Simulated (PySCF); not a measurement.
SMILES C[SiH](C)[Si](F)(F)F, singlet at its B3LYP/def2-SVP optimised geometry (Å):

```
14

Si    -0.7142     1.2037     0.0000
F     -0.1980     2.0441     1.2813
F     -2.3268     1.3181    -0.0030
F     -0.2035     2.0128    -1.3056
Si     0.0412    -1.0105     0.0000
C     -0.6825    -1.9065    -1.4962
C      1.9293    -1.0105     0.0000
H     -0.4741    -1.6206     1.2630
H     -0.3616    -2.9612    -1.5011
H     -0.3478    -1.4431    -2.4381
H     -1.7837    -1.8865    -1.4770
H      2.3268    -0.4771     0.8780
H      2.3260    -0.5235    -0.9052
H      2.3117    -2.0441     0.0281
```

Method: B3LYP/def2-TZVP run with PySCF.

Map of the log10 of the electron density (e/bohr³), floored at −4 on the plane z = 0.6 Å:

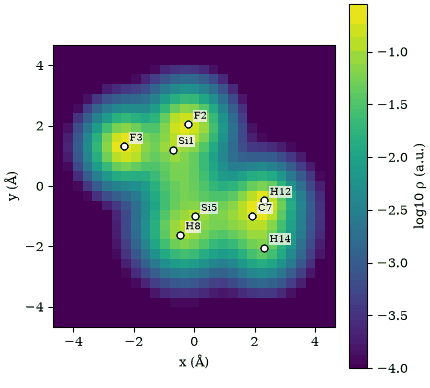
Figure: Log10 of the electron density (e/bohr³), floored at −4 on the plane z = 0.6 Å.
